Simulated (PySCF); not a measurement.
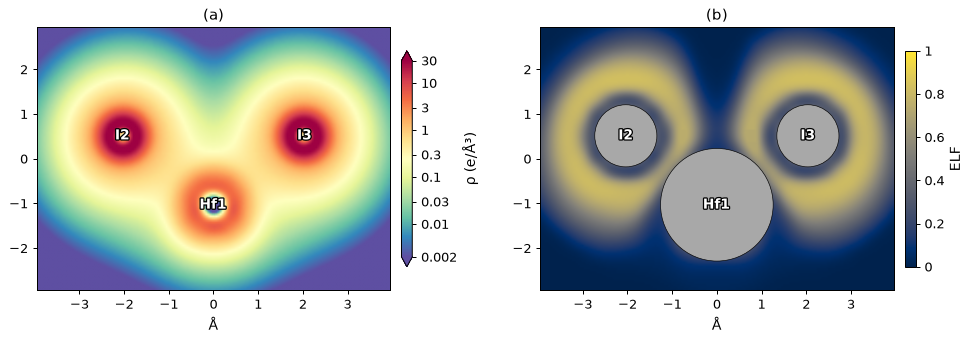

Figure 1: HfI$_{2}$ (charge +2). (a) electron density; (b) ELF on the molecular plane. Grey discs cover the atomic cores in the ELF map.

Core potentials replace the inner electrons of Hf and I.

The calculation used RKS PBE0, Hf def2-SVP with ECP60, I def2-SVP with ECP28; non-relativistic Hamiltonian with scalar-relativistic core potentials where named; density fitting (PySCF 2.14.0).

Input file:

```
mol = gto.M(atom='''
Hf     0.00000    -0.00000    -0.93859
I      2.03716    -0.00000     0.60402
I     -2.03716     0.00000     0.60402''',
    basis={'Hf': 'def2-SVP', 'I': 'def2-SVP'},
    ecp={'Hf': 'def2-SVP', 'I': 'def2-SVP'},
    charge=2, spin=0)
mf = dft.RKS(mol, xc='PBE0')
mf.grids.atom_grid = (75, 302)  # f atoms: at least (60, 302), unpruned
mf = mf.density_fit()  # Hf def2-universal-JKFIT, I def2-universal-JKFIT
mf.conv_tol = 1e-09; mf.max_cycle = 55
mf.kernel(dm0)
```

Command:

```sh
OMP_NUM_THREADS=2 python run.py
```

> What does the map show?

The section cuts through Hf and I sites. Hf–I (2.56 Å): ρ at the midpoint is about 0.61 e/Å³; the ELF peaks at about 0.65 in the valence shell of I, 1.1 Å from its nucleus, and is about 0.55 at the midpoint.
